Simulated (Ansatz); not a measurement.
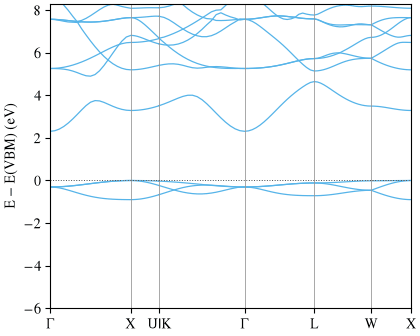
Figure. Band structure from the program Ansatz at the LDA level (PAW)

Problem. Read off the gap and where the band edges lie.

Solution. About 2.3 eV (2.31 eV by a search for the band edges); maximum at X, minimum at Γ.

The material is K2S (anti-fluorite, Fm-3m).

Symmetry was held in the LDA relaxation; phonons on a q-mesh show no instability.

Potentials: the later of the program's two PAW sets.
